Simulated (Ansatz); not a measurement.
Input file:

```
crystal:
  periodic: [false, false, false]
  atoms:
    - {symbol: C, position_ang: [0.600460, 2.294386, -2.158766]}
    - {symbol: C, position_ang: [-3.387274, 0.253795, -0.271156]}
    - {symbol: B, position_ang: [0.191580, 0.831190, -1.774340]}
    - {symbol: B, position_ang: [-1.993075, -0.286740, -0.740132]}
    - {symbol: Cl, position_ang: [-0.495086, 0.722559, 0.086645]}
    - {symbol: Cl, position_ang: [-1.549652, 0.316552, -2.580243]}
    - {symbol: H, position_ang: [0.858195, 2.342056, -3.229996]}
    - {symbol: H, position_ang: [-0.186932, 3.036578, -1.960380]}
    - {symbol: H, position_ang: [1.503264, 2.590382, -1.598801]}
    - {symbol: H, position_ang: [0.926597, -0.111636, -1.921429]}
    - {symbol: H, position_ang: [-1.691729, -1.451479, -0.682018]}
    - {symbol: H, position_ang: [-4.191754, -0.242094, -0.839607]}
    - {symbol: H, position_ang: [-3.499646, 1.341405, -0.392270]}
    - {symbol: H, position_ang: [-3.546762, 0.006207, 0.791623]}
basis:
  gaussian: {orbitals: def2-SVPD}
hamiltonian: {xc: pbe0}
output: {forces: true, orbitals: {seedname: orbitals}}
```

Run with:

```sh
ansatz run input.yaml --threads 2 --pin off --max-ram 6090MiB --events-out events.jsonl --progress --plain --runs-dir runs
```

Geometry: PBE0-D4/def2-SVP.

Theory: Ansatz 0.2.0, isolated molecule in a Gaussian basis; Kohn-Sham density functional theory, functional PBE0.

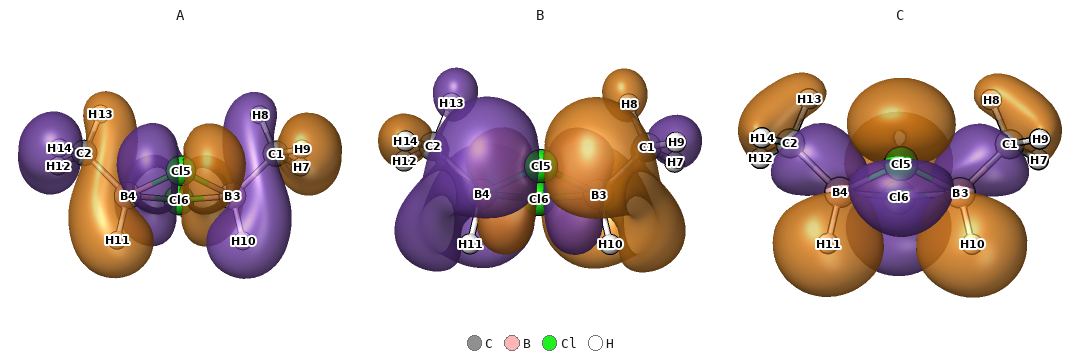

C₂H₈B₂Cl₂. Three frontier orbitals at ±0.05 Å⁻³ᐟ² (orange and purple are the two phases), in no order.

> Which picture is the HOMO−1, the HOMO and the LUMO?

A is the HOMO−1 (−9.29 eV). By Hirshfeld shares it lies mainly on Cl5 (about 20 %), Cl6 (about 20 %), C1 (about 10 %), C2 (about 10 %), B3 (about 10 %) and B4 (about 10 %). C is the HOMO (−8.35 eV). By Hirshfeld shares it lies mainly on Cl5 (about 25 %), Cl6 (about 25 %), B3 (about 10 %), B4 (about 10 %), H10 (about 10 %) and H11 (about 10 %). B is the LUMO (−0.24 eV). By Hirshfeld shares it lies mainly on B3 (about 20 %), B4 (about 20 %), Cl5 (about 20 %) and Cl6 (about 20 %).

> What is the HOMO–LUMO gap?

8.11 eV between the orbital energies.
